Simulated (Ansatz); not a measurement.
**FH7NSi2 (charge +1): density, localisation and related maps**

The calculation's input:

```
crystal:
  periodic: [false, false, false]
  atoms:
    - {symbol: F, position_ang: [-0.933846, -1.236506, 2.593824]}
    - {symbol: "N", position_ang: [-0.164059, -2.259286, 0.248482]}
    - {symbol: Si, position_ang: [-0.065597, -2.495971, 2.103564]}
    - {symbol: Si, position_ang: [-0.372773, -0.450570, -0.324974]}
    - {symbol: H, position_ang: [1.364124, -2.340901, 2.424174]}
    - {symbol: H, position_ang: [-0.730465, -3.777497, 2.396116]}
    - {symbol: H, position_ang: [0.679900, -2.647117, -0.195679]}
    - {symbol: H, position_ang: [-0.942071, -2.811590, -0.137784]}
    - {symbol: H, position_ang: [0.664851, 0.262427, 0.452373]}
    - {symbol: H, position_ang: [-1.771320, -0.129224, 0.025676]}
    - {symbol: H, position_ang: [-0.098444, -0.537282, -1.777163]}
basis:
  gaussian: {orbitals: def2-TZVPD}
output: {forces: true, orbitals: {seedname: orbitals}}
total_charge: 1
hamiltonian: {xc: {name: PBE0}}
```

Run with:

```sh
ansatz run input.yaml --threads 2 --pin off --max-ram 4350MiB --events-out events.jsonl --progress --plain --runs-dir runs
```

Geometry: PBE0-D3(BJ)/def2-SVP.

The calculation used isolated molecule in a Gaussian basis; Kohn-Sham density functional theory, functional PBE0 in Ansatz.

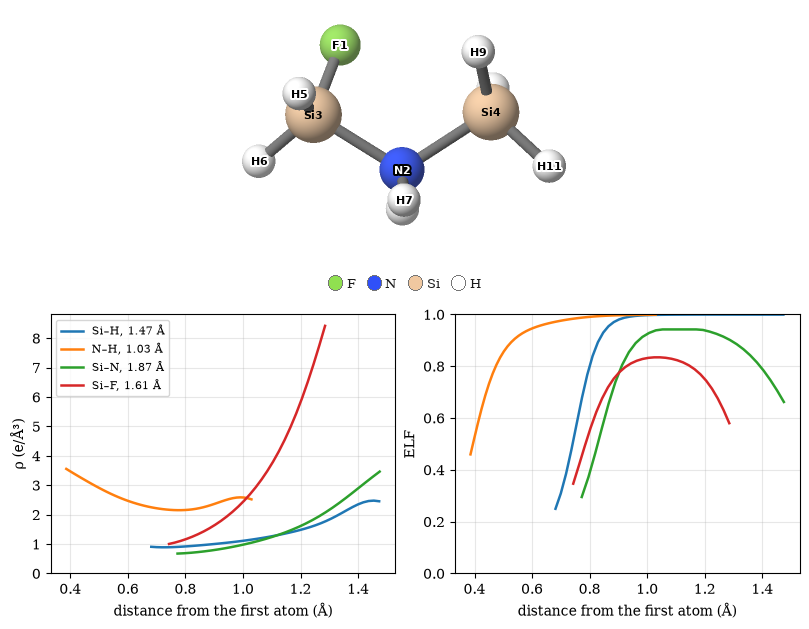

Figure 1. Total electron density and ELF along straight lines between neighbouring atoms. The curves leave out the atomic cores. The structure is drawn too.

### Compare the contacts.

Si–H (1.47 Å): ρ at the midpoint is about 0.89 e/Å³; the ELF climbs to about 1 towards the hydrogen, as it does in any bond to H.
N–H (1.03 Å): ρ is about 2.8 e/Å³ halfway; the ELF climbs to about 1 towards the hydrogen; an ordinary covalent bond to hydrogen.
Si–N (1.87 Å): the density is about 0.86 e/Å³ at the midpoint; the ELF peaks at about 0.95 between the atoms (a shared but strongly polarised pair).
Si–F (1.61 Å): ρ is about 1.2 e/Å³ halfway; the ELF peaks at about 0.85 in the valence shell of F, 0.6 Å from its nucleus, and is about 0.55 at the midpoint.

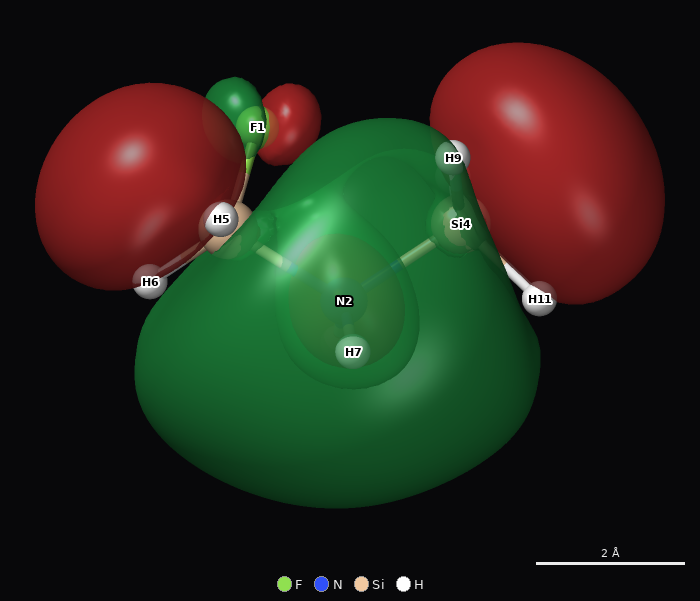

Figure 2. The LUMO at ±0.04 Å⁻³ᐟ² (green and red are the two phases), seen across its widest extent.

### What is the character of this orbital?

It lies mainly on Si4 (about 30 %), Si3 (about 20 %), N2 (about 10 %), H8 (about 10 %) and H7 (about 10 %). Its energy is −5.63 eV.
